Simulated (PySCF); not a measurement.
CoO$_{2}$OH: frequency calculation

System: CoO$_{2}$OH.
Method: RKS-based PBE0, Co def2-TZVP, O def2-TZVP, H def2-TZVP; non-relativistic Hamiltonian; density fitting (PySCF 2.14.0).

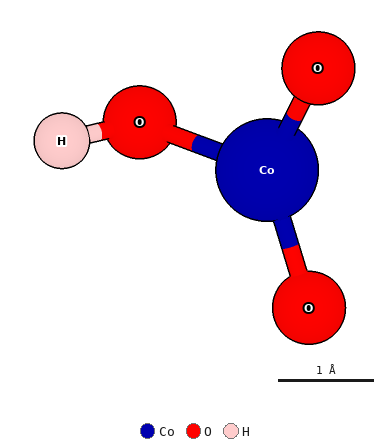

**Figure 1.** The input geometry (ball-and-stick view, seen at a tilt). Sticks mark near contacts. Bond lengths as drawn: Co–O 1.53 to 1.72 Å and H–O 0.97 Å.

Results in brief:

- outcome: converged
- total energy: −1608.544700 hartree
- HOMO: −9.25 eV
- LUMO: −5.38 eV
- zero-point energy: 0.020285 hartree
- dipole moment: 1.66 D
- wavenumbers, lowest and highest: 239 and 3800 cm⁻¹
- hardware: 4 threads of Arm Neoverse V1, 24 GiB of memory available, shared host
- wall time: 83 s (CPU time 4.3 min)
- peak memory: 1.8 GiB

Input file:
```python
from pyscf import gto, scf, dft
mol = gto.M(atom='''
Co     0.078611    -0.007683     0.033014
O      0.112860    -0.093429     1.564145
O      1.210005     0.163204    -0.988569
O     -1.495791    -0.093365    -0.652270
H     -1.862303     0.799016    -0.720081''',
    basis={'Co': 'def2-TZVP', 'O': 'def2-TZVP', 'H': 'def2-TZVP'},
    charge=0, spin=0)
mf = dft.RKS(mol, xc='PBE0')
mf.grids.atom_grid = (75, 302)
aux = {'Co': 'def2-universal-JKFIT', 'O': 'def2-universal-JKFIT', 'H': 'def2-universal-JKFIT'}
mf = mf.density_fit(auxbasis=aux)
mf.conv_tol = 1e-09
mf.diis_space = 10
mf.max_cycle = 60
mf.verbose = 4
mf.kernel()
```

The script is an equivalent of the set-up of the self-consistent field. The run itself was carried out by a driver, which started from the orbitals of the step before it where there was one and computed the further properties.

Command:
```bash
OMP_NUM_THREADS=4 python axn.py task.json out
```

Log:
```
init E= -1608.54470001953
  HOMO = -0.339938017979816  LUMO = -0.197862408236822  gap/eV = 3.86607
cycle= 1 E= -1608.54470000915  delta_E= 1.04e-08  |g|= 0.000282  |ddm|= 0.000105
  HOMO = -0.339909244779731  LUMO = -0.197829590641703  gap/eV = 3.86618
cycle= 2 E= -1608.54469959893  delta_E= 4.1e-07  |g|= 0.0018  |ddm|= 0.00065
  HOMO = -0.339935709499511  LUMO = -0.197860284458367  gap/eV = 3.86607
cycle= 3 E= -1608.54470001916  delta_E= -4.2e-07  |g|= 6.22e-05  |ddm|= 0.000548
  HOMO = -0.339934792868145  LUMO = -0.197858998846242  gap/eV = 3.86608
cycle= 4 E= -1608.54470001979  delta_E= -6.25e-10  |g|= 9.54e-06  |ddm|= 2.6e-05
  HOMO = -0.339934632271371  LUMO = -0.197858666549718  gap/eV = 3.86608
cycle= 5 E= -1608.54470001981  delta_E= -2.36e-11  |g|= 1.38e-06  |ddm|= 4.63e-06
  HOMO = -0.339934562438675  LUMO = -0.197858691480829  gap/eV = 3.86608
Extra cycle  E= -1608.54470001981  delta_E= 5e-12  |g|= 4.4e-06  |ddm|= 2.41e-06
converged SCF energy = -1608.54470001981
```

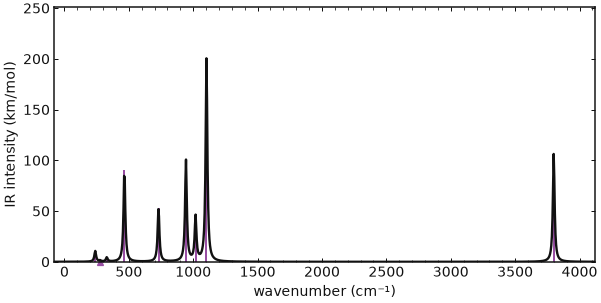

**Figure 2.** Harmonic infrared spectrum, unscaled: sticks (degenerate modes added up, dark ones marked on the axis) with a Lorentzian envelope of 16 cm⁻¹ full width, scaled to the tallest stick. 9 modes from 239 to 3800 cm⁻¹, none imaginary. The strongest line is at 1103 cm⁻¹ (201 km/mol). All modes, in cm⁻¹ (km/mol): 239 (10.5), 276 (1.0), 329 (4.1), 466 (91), 731 (53), 944 (100), 1018 (44), 1103 (201), 3800 (106).

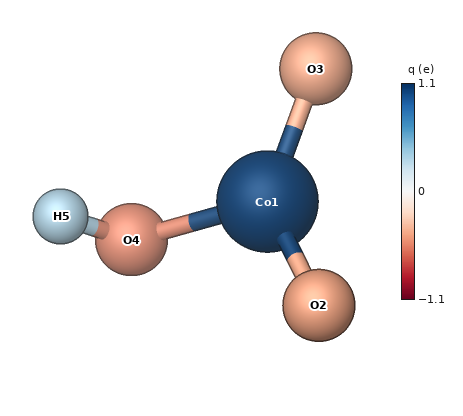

**Figure 3.** Mulliken charges, as the colour of each atom (ball-and-stick view, seen at a tilt; atoms are numbered from 1 in the order of the input; Mulliken charges depend strongly on the basis). By element: Co +1.05, O −0.54 to −0.42 and H +0.34 e.
